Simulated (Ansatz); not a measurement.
Reaction (SMILES): Cl (HCl) → [Cl-] + H+
B3LYP-D3(BJ)/def2-TZVP geometries, fixed; electronic energies without zero-point terms.

Basis-set convergence of the deprotonation energy at PBE with Ansatz (a first-principles code). All functions are spherical. The program fits the integrals of some runs and decomposes those of others, by size. No added dispersion term, no relativity. Functions are those of the species that has most. Reference: the value in aug-cc-pV(5+d)Z, 336.15 kcal/mol, itself unsure by roughly 0.06 kcal/mol (its mean distance from aug-pcseg-3, aug-cc-pV(Q+d)Z, def2-QZVPPD). Deviations are taken from unrounded values.

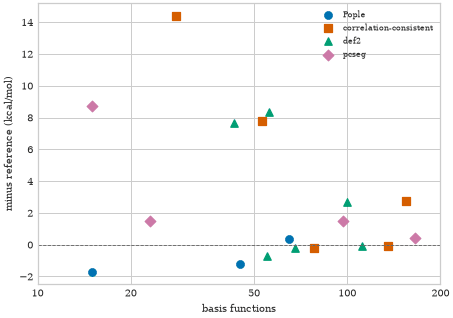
*Deviation from the reference against the number of basis functions, by family of sets.*

```
basis              functions  deprotonation energy (kcal/mol)  minus reference (kcal/mol)
-----------------  ---------  -------------------------------  --------------------------
3-21G                     15                           334.45                       -1.70
pcseg-0                   15                           344.86                        8.71
pcseg-1                   23                           337.61                        1.47
cc-pV(D+d)Z               28                           350.56                       14.41
def2-TZVP                 43                           343.80                        7.65
6-311++G(2d,2p)           45                           334.94                       -1.20
cc-pV(T+d)Z               53                           343.92                        7.77
def2-TZVPD                55                           335.44                       -0.71
def2-TZVPP                56                           344.50                        8.35
6-311++G(3df,3pd)         65                           336.52                        0.37
def2-TZVPPD               68                           335.93                       -0.22
aug-cc-pV(T+d)Z           78                           335.93                       -0.22
pcseg-3                   97                           337.67                        1.52
def2-QZVPP               100                           338.85                        2.70
def2-QZVPPD              112                           336.09                       -0.06
aug-cc-pV(Q+d)Z          135                           336.08                       -0.07
cc-pV(5+d)Z              155                           338.90                        2.75
pcseg-4                  166                           336.56                        0.41
```
